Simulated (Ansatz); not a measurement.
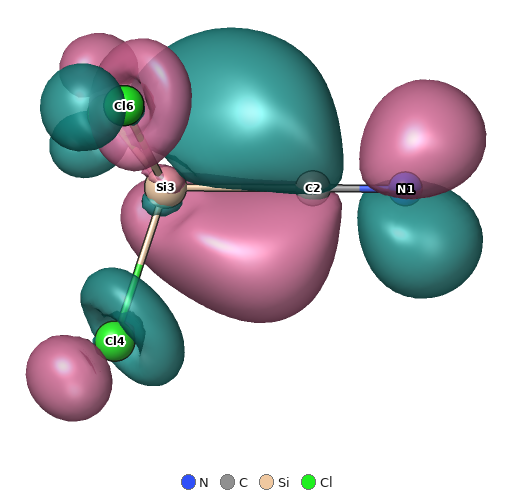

CCl$_{3}$NSi (SMILES N#C[Si](Cl)(Cl)Cl). The LUMO at ±0.1 Å⁻³ᐟ² (teal and pink are the two phases), seen across its widest extent.

Geometry: PBE0-D4/def2-TZVP.

Theory: Ansatz 0.2.0, RKS PBE0-D4/def2-TZVPP.

```xyz
6

N     1.8467   -1.3772    0.9738
C     0.9972   -0.7461    0.5207
Si   -0.3552    0.2585   -0.2009
Cl   -1.7379   -1.0017   -0.9475
Cl    0.4299    1.4069   -1.6577
Cl   -1.1385    1.3958    1.2654
```

Question: Where does this orbital lie, and at what energy?

Answer: It lies mainly on N1 (about 25 %), C2 (about 25 %), Si3 (about 25 %), Cl4 (about 5 %), Cl5 (about 5 %) and Cl6 (about 5 %). It is one of a degenerate set, so its orientation is arbitrary. Its energy is −1.36 eV.
